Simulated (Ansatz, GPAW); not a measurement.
# Screening of a field by Ta2N(OH)2 MXene monolayer, part 3 of 3

Wanted: the out-of-plane polarisability of Ta2N(OH)2 MXene monolayer.

GPAW 26.7.0 and Ansatz 0.2.0; Ansatz plane waves; layer without images along its normal, relaxation of atoms and in-plane cell (the session's first sound run).

So far. Step 9 (Field on): The dipole is now 0.123 e Å, against -2.0e-4 in the run without a field.

### Step 10. In a field

Level of this step: GPAW, PAW setups; slab in vacuum (GPAW).

The input, run.py:

```python
import json
import numpy as np
from ase import Atoms
from gpaw import GPAW, PW
from gpaw.external import ConstantElectricField

slab = Atoms(
    ['H', 'O', 'Ta', 'N', 'Ta', 'O', 'H'],
    positions=[
        [-0.00000, 1.90232, 8.00000],
        [-0.00000, 1.90232, 8.97995],
        [1.64746, 0.95116, 10.26316],
        [-0.00000, 0.00000, 11.28044],
        [-0.00000, 1.90232, 12.29773],
        [1.64746, 0.95116, 13.58094],
        [1.64746, 0.95116, 14.56089]],
    cell=[[3.29492, 0.0, 0.0], [-1.64746, 2.85348, -0.0], [0.0, -0.0, 22.5609]],
    pbc=[True, True, False],
    magmoms=[0.0, 0.0, 1.0, 0.0, 1.0, 0.0, 0.0])

slab.calc = GPAW(mode=PW(500), xc='PBE', kpts={'size': (12, 12, 1), 'gamma': True},
                 occupations={'name': 'fermi-dirac', 'width': 0.05}, nbands='140%',
                 convergence={'density': 1e-05}, maxiter=200,
                 poissonsolver={'dipolelayer': 'xy'},
                 external=ConstantElectricField(0.3, [0, 0, 1]),
                 symmetry={'tolerance': 1e-3}, txt='slab.txt')
result = {}
energy = slab.get_potential_energy()
fermi = slab.calc.get_fermi_level()
v = slab.calc.get_electrostatic_potential().mean((0, 1)) - fermi
n = slab.calc.get_pseudo_density().mean((0, 1))
L = slab.cell[2, 2]
z = np.arange(len(v)) * L / len(v)
low, high = slab.positions[:, 2].min(), slab.positions[:, 2].max()
below, above = np.interp([low - 5.8, high + 5.8], z, v)
slopes = [np.interp(x, z, np.gradient(v, z)) for x in (low - 5.8, high + 5.8)]
eps = np.array([[slab.calc.get_eigenvalues(k, s) for k in range(len(slab.calc.get_ibz_k_points()))]
                for s in range(slab.calc.get_number_of_spins())]) - fermi
top, bottom = eps[eps < 0].max(), eps[eps > 0].min()
dipole = slab.get_dipole_moment()[2]
print(f'energy {energy:.4f} eV, Fermi level {fermi:.4f} eV, dipole {dipole:.5f} e A')
print(f'potential 5.8 A off the faces, from the Fermi level: lower {below:.4f} eV, upper {above:.4f} eV')
print(f'slope of the potential there: lower {slopes[0]:.5f}, upper {slopes[1]:.5f} eV/A')
print(f'nearest levels on the mesh: {top:.4f} and {bottom:.4f} eV')
print('magnetic moment', round(slab.get_magnetic_moment(), 3))
result.update(energy=energy, fermi=fermi, dipole=dipole, below=below, above=above, slopes=slopes, edges=[top, bottom],
              z=z.tolist(), v=v.tolist(), n=n.tolist(), positions=slab.positions.tolist(),
              forces=slab.get_forces(apply_constraint=False).tolist(), moments=slab.get_magnetic_moments().tolist())
json.dump(result, open('result.json', 'w'))
```

Launch:

```sh
> OMP_NUM_THREADS=1 OPENBLAS_NUM_THREADS=1 python run.py
```

What it wrote:

```text
energy -50.7579 eV, Fermi level 1.7767 eV, dipole 0.18575 e A
potential 5.8 A off the faces, from the Fermi level: lower 4.3846 eV, upper 0.8129 eV
slope of the potential there: lower -0.00665, upper 0.00145 eV/A
nearest levels on the mesh: -0.0703 and 0.0158 eV
magnetic moment -0.0
```

Elapsed: 14 min, on 1 thread of Arm Neoverse V1, shared host; peak memory 0.85 GiB.

The electrostatic potential energy of an electron (without an applied field's), less the Fermi level, planar mean oscillates, so the rows of the table below give means over windows of 1 Å about each position, cut where the curve ends. Its maxima inside the range that stand out by 2 % of the span (Å: eV): 0.6: 4.39, 8.3: 0.319, 9.4: -6.97, 10.9: -13.4, 11.7: -13.6, 13.2: -8.13, 14.3: -1.60. Its minima: 8.0: -0.299, 9.0: -9.91, 10.2: -22.6, 11.3: -16.6, 12.3: -23.2, 13.5: -11.3, 14.6: -2.42.

The electrostatic potential energy of an electron (without an applied field's), less the Fermi level, planar mean by z; means over each step:

```tsv
z (Å)	electrostatic potential energy of an electron (without an applied field's), less the Fermi level, planar mean (eV)
0	3.71
1	4.39
2	4.39
3	4.38
4	4.34
5	4.23
6	3.88
7	2.84
8	0.342
9	-6.77
10	-17.1
11	-15.5
12	-18.7
13	-12.1
14	-5.02
15	-1.05
16	0.416
17	0.726
18	0.795
19	0.809
20	0.812
21	0.813
22	1.01
```

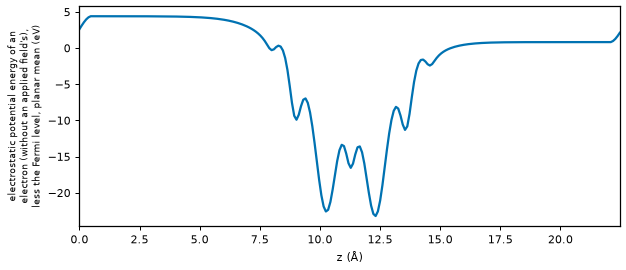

Electrostatic potential energy of an electron (without an applied field's), less the Fermi level, planar mean, plotted against z.

The dipole is now 0.186 e Å, against -2.0e-4 in the run without a field.

### Step 11. The series

The members are put on one axis.

This step: induced dipole against applied field (GPAW 26.7.0).

Table of dipole along the normal by field:

```tsv
field (V/Å)	dipole along the normal (e·Å)
-0.200	-0.123
-0.100	-0.0616
-0.050	-0.0308
0.000	-2.0e-4
0.050	0.0308
0.100	0.0616
0.200	0.123
0.300	0.186
```

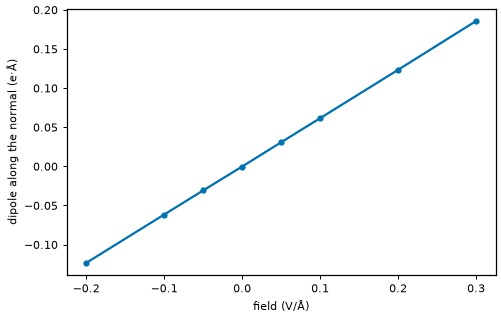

Dipole along the normal against field.

### Step 12. A changed run

One more run, with changed settings.

This step: GPAW, PAW setups; slab in vacuum (GPAW 26.7.0).

run.py, as its differences from that of step 10:

```diff
@@ -4,3 +4,2 @@
 from gpaw import GPAW, PW
-from gpaw.external import ConstantElectricField
 
@@ -17,3 +16,3 @@
     cell=[[3.29492, 0.0, 0.0], [-1.64746, 2.85348, -0.0], [0.0, -0.0, 22.5609]],
-    pbc=[True, True, False],
+    pbc=[True, True, True],
     magmoms=[0.0, 0.0, 1.0, 0.0, 1.0, 0.0, 0.0])
@@ -22,5 +21,4 @@
                  occupations={'name': 'fermi-dirac', 'width': 0.05}, nbands='140%',
-                 convergence={'density': 1e-05}, maxiter=200,
+                 convergence={'density': 1e-05}, maxiter=50,
                  poissonsolver={'dipolelayer': 'xy'},
-                 external=ConstantElectricField(0.3, [0, 0, 1]),
                  symmetry={'tolerance': 1e-3}, txt='slab.txt')
```

What it wrote:

```text
AssertionError
```

Elapsed: 0.97 s, on 1 thread; peak memory 0.16 GiB.

The program refused the input before any cycle.

The fault put into the input: a dipole layer in a cell that repeats along the normal (pbc_z = true).

### Step 13. What came out

* work function, both faces: 2.53 eV
* dipole along the normal: -2.0e-4 e Å
* induced dipole per field: 0.618 e Å per V/Å
* out-of-plane polarisability per area, α/(ε0 A): 11.9 Å

What this shows: The field induces 0.618 e Å per V/Å, a polarisable thickness α/(ε0 A) of 11.9 Å beside 6.56 Å between the outermost nuclei. A perfect conductor would give the distance between its two image planes; a dielectric of thickness t gives t(1 - 1/ε). The induced dipole is linear in the field over this range. The starting lattice was a guess from atomic radii; the relaxation moved it by 4 %. At this geometry GPAW leaves forces of up to 0.21 eV/Å on free atoms, so it isn't GPAW's own minimum, and dipole and steps would shift on relaxing there. One magnetic start was tried; another order may lie lower. The layer's cell and atoms come from the relaxation; spin-orbit coupling and temperature are left out.

[Logs are printed without paths, hosts, clocks, repeated set-up lines and the standing remarks that a program may print on its own settings, such as how far it seeks lower states.]

[Hosts, paths, dates, database ids (printed as entryN), source tags and the programs' standing remarks are cut or masked in the printed files.]
